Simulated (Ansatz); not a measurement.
## Electronic structure of F₃H₆NOSi₂···HF in real space

```xyz
15

Si   -0.7960    0.6512    0.5958
O     0.0863   -0.1088   -0.5985
Si   -0.2210    0.0069   -2.2472
F    -1.6938    1.5185   -0.4436
F    -0.1656    1.9084    1.3558
F    -2.0406   -0.1014    1.2674
H     1.2884   -0.4027    1.7240
N     0.2865   -0.4359    1.9094
H     1.5662   -0.6426   -0.2797
F     2.3887   -0.9140    0.1195
H     0.0046    1.3858   -2.7301
H     0.7699   -0.9111   -2.8602
H    -1.5935   -0.4578   -2.5428
H     0.1121   -0.0852    2.8452
H     0.0077   -1.4115    1.8849
```

The reactant side of a reaction path; geometry: PBE0-D4/def2-TZVP.

Computed with RKS PBE0-D4/def2-TZVPP in Ansatz 0.2.0.

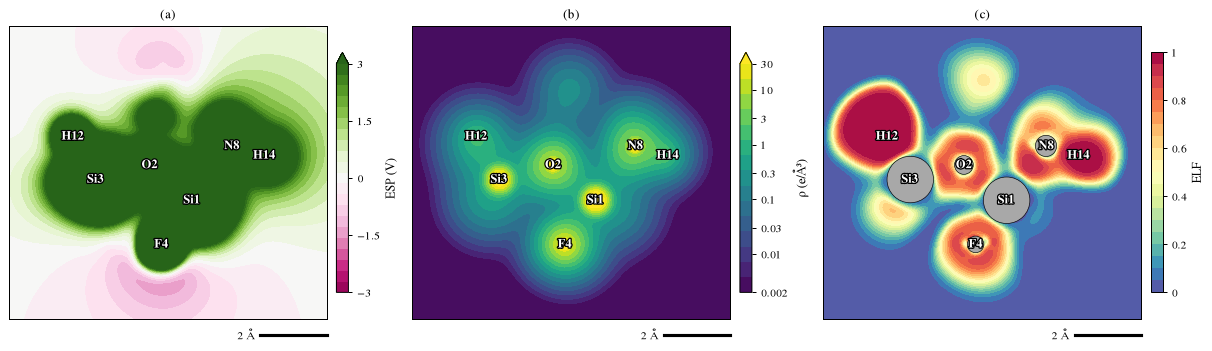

Figure 1. (a) molecular electrostatic potential; (b) total electron density; (c) electron localisation function on the plane of atoms O2, Si1 and F4. Grey discs cover the atomic cores in the ELF map.

What does the map show?

- The plane passes through Si, O, F, N and H nuclei.
- Si–F (1.62 Å): the density is about 1.1 e/Å³ at the midpoint; the ELF peaks at about 0.85 in the valence shell of F, 0.6 Å from its nucleus, and is about 0.55 at the midpoint.
- Si–O (1.67 Å): the density is about 1.1 e/Å³ at the midpoint; the ELF peaks at about 0.85 between the atoms (a shared but strongly polarised pair).
- Si–N (2.02 Å): ρ at the midpoint is about 0.64 e/Å³; the ELF peaks at about 0.95 between the atoms (a shared but strongly polarised pair).
- N–H (1.01 Å): ρ at the midpoint is about 3 e/Å³; the ELF climbs to about 1 towards the hydrogen, as it does in any bond to H: an ordinary covalent bond to hydrogen.
- Si–H (1.48 Å): ρ is about 0.83 e/Å³ halfway; the ELF climbs to about 1 towards the hydrogen.
- The ELF also peaks beside F4, away from the bonds: lone-pair regions.
- Outside the dense part of the complex the potential is most negative (−1.4 V) near F4.

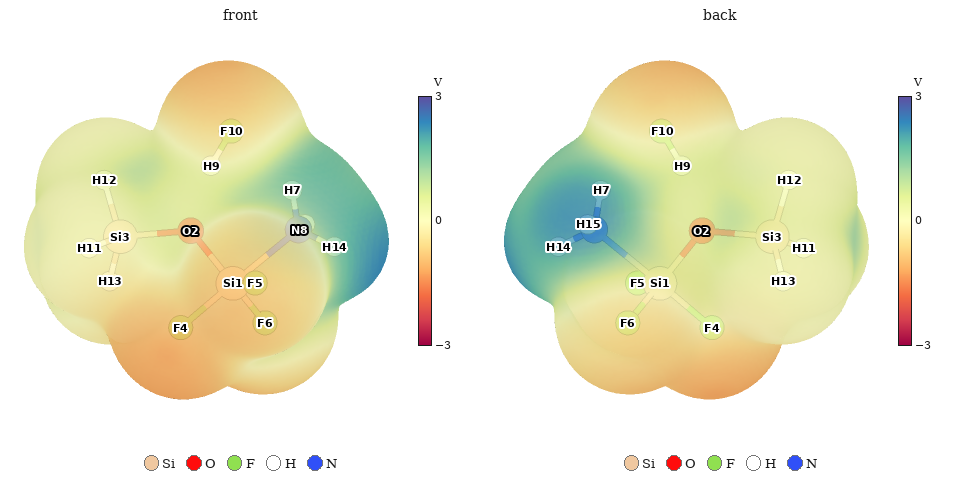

Figure 2. The electrostatic potential painted on the density surface at 0.001 e/bohr³, seen from the front and from behind; red is negative and blue positive.

Where is the surface potential most negative and most positive?

The most negative region (about −1.2 V) lies over F4, the most positive (about +2.3 V) over H14 and H15.

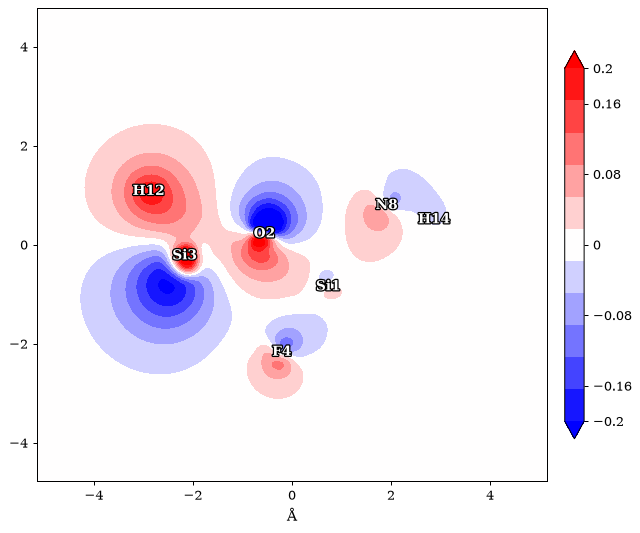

Figure 3. The HOMO on the plane of atoms O2, Si1 and F4 (values in Å⁻³ᐟ²; the overall sign is arbitrary).

Where does this orbital lie, and at what energy?

By Hirshfeld shares it lies mainly on Si3 (about 30 %), H11 (about 25 %), O2 (about 20 %) and H13 (about 10 %). Its energy is −9.48 eV.
